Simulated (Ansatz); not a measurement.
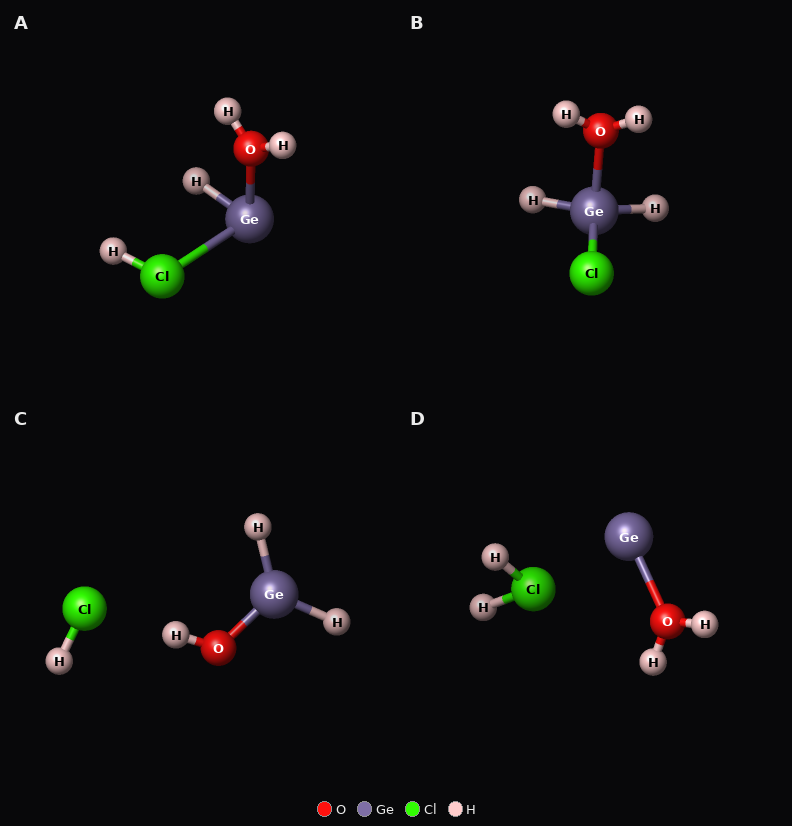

4 stationary structures of one formula. The species has charge +1 and is a spin singlet. Geometries: PBE0-D4/def2-TZVP. Electronic energies: RHF-CCSD(T) (frozen core)/def2-TZVPP (Ansatz 0.2.0), without zero-point energy. No frequency run is at hand to confirm each as a minimum. Each is one conformer, not always the lowest.

### Which structure is the most stable?

B is lowest (Cs); A lies 25.5 kcal/mol above it (C1), C lies 36.9 kcal/mol above it, D lies 124.7 kcal/mol above it (C1).
